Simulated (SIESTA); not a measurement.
Band structure of Hf (P6_3/mmc, 2 atoms in the cell).

```
CELL_PARAMETERS angstrom
      1.57857    -2.73417     0.00000
      1.57857     2.73417     0.00000
      0.00000     0.00000     4.99798
ATOMIC_POSITIONS crystal
  Hf 0.33333 0.66667 0.25000
  Hf 0.66667 0.33333 0.75000
```

Method of the run: GGA PBE, numerical atomic orbitals DZP, PseudoDojo PBE standard norm-conserving potentials (rewritten from UPF to PSML) (SIESTA 5.4.2).

Settings: XC.functional = GGA; XC.authors = PBE; potentials = PseudoDojo PBE standard; PAO.BasisSize = DZP; PAO.EnergyShift = 0.005 Ry; MeshCutoff = 400 Ry; kgrid.MonkhorstPack = 8 8 5; OccupationFunction = MP; OccupationMPOrder = 0; ElectronicTemperature = 100 meV; MaxSCFIterations = 150; SCF.Mixer.Method = Pulay; SCF.Mixer.Weight = 0.2; SCF.Mixer.History = 6.

The starting cell has typed, rounded lattice constants, without a prior relaxation at this level. Its lattice was rescaled by a random factor within 2.5 % of one. Spin-orbit coupling is off. Values carry the incompleteness of an atom-centred basis.

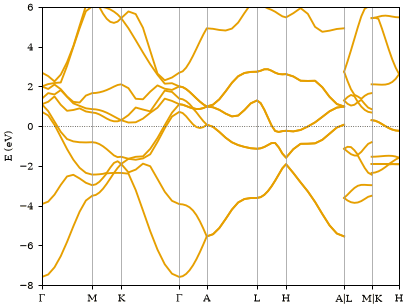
Bands along the path, energies from the Fermi level.

Levels in eV from the Fermi level, bands 9 to 14:
| point | 9 | 10 | 11 | 12 | 13 | 14 |
|---|---|---|---|---|---|---|
| Γ | -7.59 | -3.92 | 0.72 | 1.10 | 1.10 | 1.38 |
| M | -3.50 | -2.97 | -2.44 | -0.81 | 0.69 | 0.85 |
| K | -2.35 | -1.90 | -1.90 | -1.54 | 0.30 | 0.30 |
| A | -5.55 | -5.55 | 0.07 | 0.07 | 0.99 | 0.99 |
| L | -3.61 | -3.61 | -1.14 | -1.14 | 1.29 | 1.29 |
| H | -1.92 | -1.92 | -1.59 | -1.59 | -0.23 | -0.23 |

Bands cross the Fermi level along this path, so the cell is metallic at this level.

Higher empty bands are left out: an atom-centred basis made for the valence describes them poorly.
